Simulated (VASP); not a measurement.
Band structure of SnO (space group P4/nmm). These are LDA (Ceperley-Alder, Perdew-Zunger) with spin-orbit coupling, VASP's LDA PAW potentials (set 64) (plane waves; VASP 6.6.1) values and carry that method's errors.

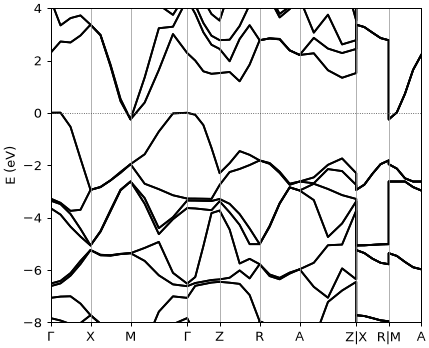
Figure: Bands along high-symmetry lines, zero at the valence-band maximum or, without a gap, the Fermi level

Problem. Read the plot: is there a gap, and where are the band edges?

Solution. It has no gap at this level: it comes out as a metal or semimetal.

The structure comes from a computed database's SnO entry (P4/nmm); how it stands against other phases isn't given here. It was relaxed first, which changed the volume by -7 %.
